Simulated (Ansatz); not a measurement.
**F3HSn (SnHF3): density, localisation and related maps**

```xyz
5

Sn    0.0007   -0.0012    0.1187
H     0.0113   -0.0179    1.8003
F     1.7282    0.0107   -0.6505
F    -0.8739    1.5044   -0.6191
F    -0.8663   -1.4959   -0.6494
```

Geometry: PBE0-D4/def2-TZVP; core potentials replace the inner electrons of Sn.

Computed with RKS PBE0-D4/def2-TZVP in Ansatz.

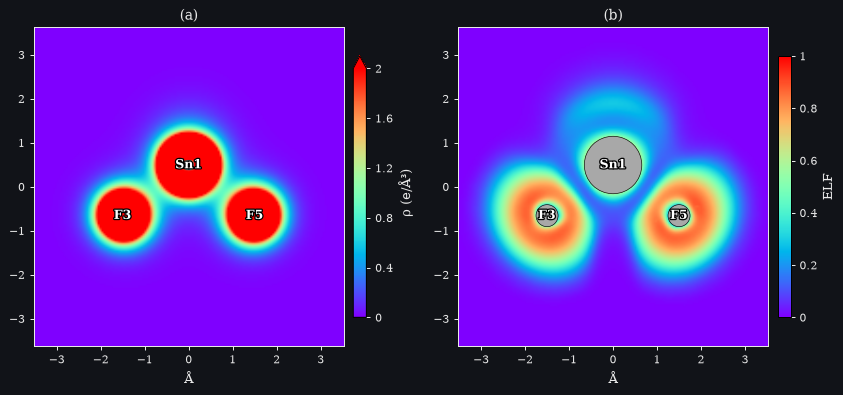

Figure 1. (a) electron density; (b) ELF on the plane of atoms F3, Sn1 and F5. Grey discs cover the atomic cores in the ELF map.

Q: Describe what can be read from this map.

A: The plane passes through Sn and F nuclei.
Sn–F (1.89 Å): the density is about 0.9 e/Å³ at the midpoint; the ELF peaks at about 0.80 in the valence shell of F, 0.5 Å from its nucleus, and drops to about 0.15 between the two atoms.
The ELF also peaks beside F3 and F5, away from the bonds: lone-pair regions.

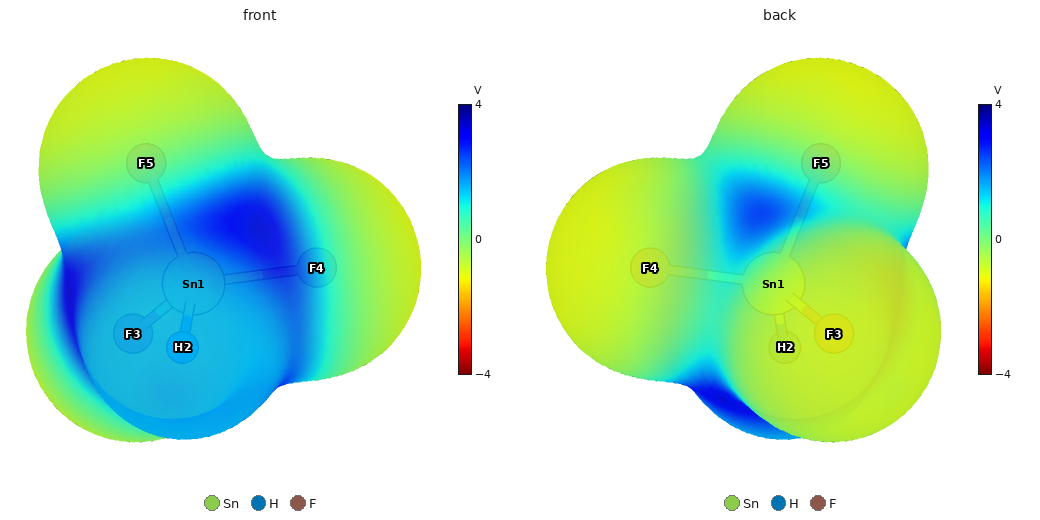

Figure 2. The molecular electrostatic potential painted on the density surface at 0.002 e/bohr³, seen from the front and from behind; the colour scale runs from red (negative) to blue (positive).

Q: Where is the surface potential most negative and most positive?

A: The most negative region (about −1.0 V, or −23 kcal/mol for a unit charge) lies over F3, F4 and F5, the most positive (about +3.2 V, or +74 kcal/mol for a unit charge) over Sn1.

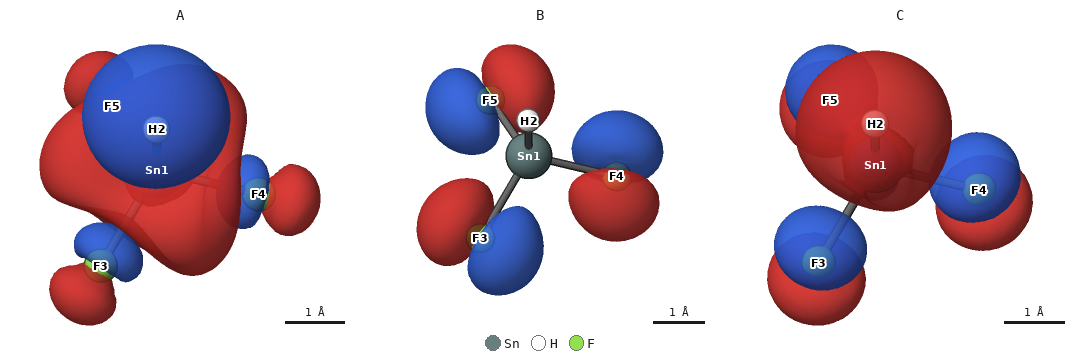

Figure 3. Three frontier orbitals at ±0.08 Å⁻³ᐟ² (blue and red are the two phases), in no order.

Q: Which picture is the HOMO−1, the HOMO and the LUMO?

A: B is the HOMO−1 (−11.59 eV). Its weight (Hirshfeld) is mainly on F3 (about 30 %), F4 (about 30 %) and F5 (about 30 %); largely a combination of lone pairs on F3, F4 and F5. C is the HOMO (−11.05 eV). By Hirshfeld shares it lies mainly on H2 (about 25 %), Sn1 (about 20 %), F3 (about 20 %), F4 (about 20 %) and F5 (about 20 %). A is the LUMO (−2.15 eV). Its weight (Hirshfeld) is mainly on Sn1 (about 50 %), H2 (about 20 %), F3 (about 10 %), F4 (about 10 %) and F5 (about 10 %).

Q: What is the HOMO–LUMO gap?

A: 8.90 eV between the orbital energies.

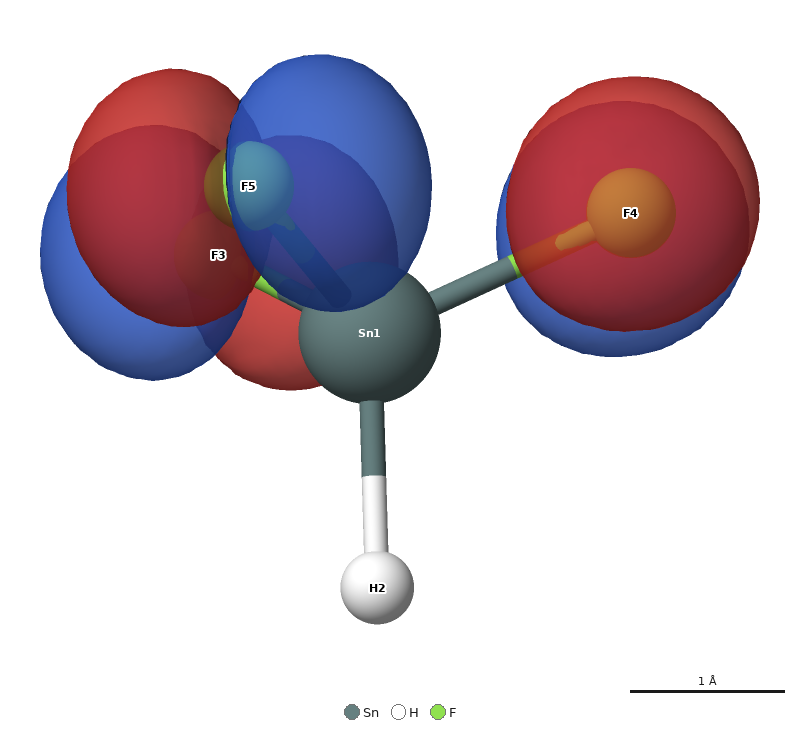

Figure 4. The HOMO−1 at ±0.1 Å⁻³ᐟ² (red and blue are the two phases), seen from one side.

Q: What is the character of this orbital?

A: It lies mainly on F3 (about 30 %), F4 (about 30 %) and F5 (about 30 %); largely a combination of lone pairs on F3, F4 and F5. Its energy is −11.59 eV.
